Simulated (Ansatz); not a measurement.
# AlSiH3Cl2 (SMILES [SiH3][Al]([Cl])[Cl]): HF/def2-SVP

What is the electronic atomisation energy of AlSiH3Cl2 at HF/def2-SVP? 

Program for the calculation: Ansatz 0.2.0.

45 further runs of the same task are left out: 45 set aside as unsound or not needed. Runs told in other sessions of the task aren't counted.

## (1) The molecule

AlSiH3Cl2 has 7 atoms, charge 0, and is taken as a singlet. As SMILES, `[SiH3][Al]([Cl])[Cl]`. The coordinates come from a PBE0-D4/def2-TZVP relaxation.

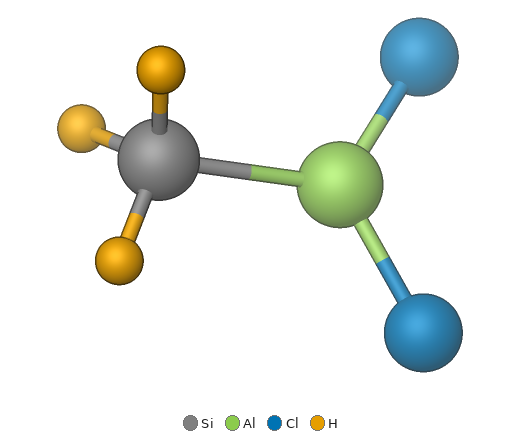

The structure, seen from a chosen angle (silicon grey, aluminium green, chlorine blue, hydrogen amber).

## (2) A single-point energy at HF/def2-SVP

Contents of input.yaml:

```yaml
basis:
  gaussian:
    orbitals: def2-SVP
crystal:
  periodic: [false, false, false]
  atoms:
    - {symbol: Si, position_ang: [-0.434800, 0.999700, -0.278300]}
    - {symbol: Al, position_ang: [0.497800, -1.172400, 0.296300]}
    - {symbol: Cl, position_ang: [2.290200, -1.318600, 1.363300]}
    - {symbol: Cl, position_ang: [-0.432100, -2.964700, -0.245300]}
    - {symbol: H, position_ang: [-1.709600, 0.853800, -1.028500]}
    - {symbol: H, position_ang: [-0.687900, 1.781100, 0.962600]}
    - {symbol: H, position_ang: [0.537600, 1.753200, -1.115800]}
magnetization:
  spin_polarized: false
  initial_magnetization: 0
hamiltonian:
  xc: hf
accuracy: high
output:
  orbitals: {seedname: orbitals}
```

Started as:

```sh
$ ansatz run input.yaml --threads 1 --pin off --max-ram 2610MiB --events-out events.jsonl --progress --plain --runs-dir runs
```

The program printed:

```text
Warning: RAYON_NUM_THREADS=1 ignored (pool sized by the plan → 1); use --threads N
Functional definition: HF
  name "HF"
  exchange = exact_x
  correlation = 0
1713 factors; integrals over basis functions are off by at most 5.6e-9 eV
mean field evaluation 1: about -39490.0720 eV, gradient 1.8e1 eV
mean field evaluation 2: about -39490.0791 eV, gradient 1.8e1 eV
mean field evaluation 4: about -39491.5410 eV, gradient 1.8e0 eV
mean field evaluation 8: about -39491.5611 eV, gradient 3.6e-4 eV
mean field -39491.56114660 eV, -1451.2881037959 hartree, gradient 2.6e-8 eV, S^2 0.000000; 0 other end points of the search recorded, 0 dependent functions left out
reference -39491.56114660 eV, -1451.2881037959 hartree; 32, 32 occupied and 55, 55 virtual orbitals, 1713 factors
Total energy: -39491.56114660 eV, -1451.2881037959 hartree
```

Run time: 2.1 s. Hardware: 1 thread of Arm Neoverse V2, shared host; peak memory 0.24 GiB.

## (3) The Al atom

Contents of run.yaml:

```yaml
crystal:
  periodic: [false, false, false]
  atoms:
    - symbol: Al
      position_ang: [0.000000, 0.000000, 0.000000]
basis:
  gaussian: {orbitals: def2-SVP}
hamiltonian: {xc: hf}
magnetization: {spin_polarized: true, initial_magnetization: 1}
accuracy: high
```

Run the same way, it converges to -241.78934 Eh (log not shown).

## (4) The Cl atom at the same level

Contents of run.yaml:

```yaml
crystal:
  periodic: [false, false, false]
  atoms:
    - symbol: Cl
      position_ang: [0.000000, 0.000000, 0.000000]
basis:
  gaussian:
    orbitals: def2-SVP
magnetization:
  spin_polarized: true
  initial_magnetization: 1
hamiltonian:
  xc: hf
accuracy: high
```

Run the same way, it converges to -459.31930 Eh (log not shown).

## (5) The H atom at the same level

Contents of input.yaml:

```yaml
crystal:
  periodic: [false, false, false]
  atoms:
    - symbol: H
      position_ang: [0.000000, 0.000000, 0.000000]
basis:
  gaussian: {orbitals: def2-SVP}
magnetization: {spin_polarized: true, initial_magnetization: 1}
hamiltonian: {xc: hf}
accuracy: high
```

Run the same way, it converges to -0.49928 Eh (log not shown).

## (6) The Si atom at the same level

Contents of run.yaml:

```yaml
basis:
  gaussian: {orbitals: def2-SVP}
crystal:
  periodic: [false, false, false]
  atoms:
    - {symbol: Si, position_ang: [0.000000, 0.000000, 0.000000]}
accuracy: high
magnetization: {spin_polarized: true, initial_magnetization: 2}
hamiltonian: {xc: hf}
```

Run the same way, it converges to -288.75313 Eh (log not shown).

## (7) Results

Level: HF/def2-SVP.

```
                     quantity           value
       molecule: total energy  -1451.28810 Eh
        molecule: HOMO energy       -10.92 eV
        molecule: LUMO energy         1.14 eV
      molecule: HOMO–LUMO gap        12.06 eV
        Al atom: total energy   -241.78934 Eh
                Al atom: ⟨S²⟩           0.758
        Cl atom: total energy   -459.31930 Eh
                Cl atom: ⟨S²⟩           0.755
         H atom: total energy     -0.49928 Eh
                 H atom: ⟨S²⟩           0.750
        Si atom: total energy   -288.75313 Eh
                Si atom: ⟨S²⟩           2.009
electronic atomisation energy       16.577 eV
```

What this shows: Taking the molecule apart into free atoms costs 16.58 eV (1599 kJ/mol), before zero-point energy and without spin-orbit coupling. Hartree–Fock lacks the correlation of the bonding pairs, which as a rule makes this value much too low; in minimal bases other errors can mask that.
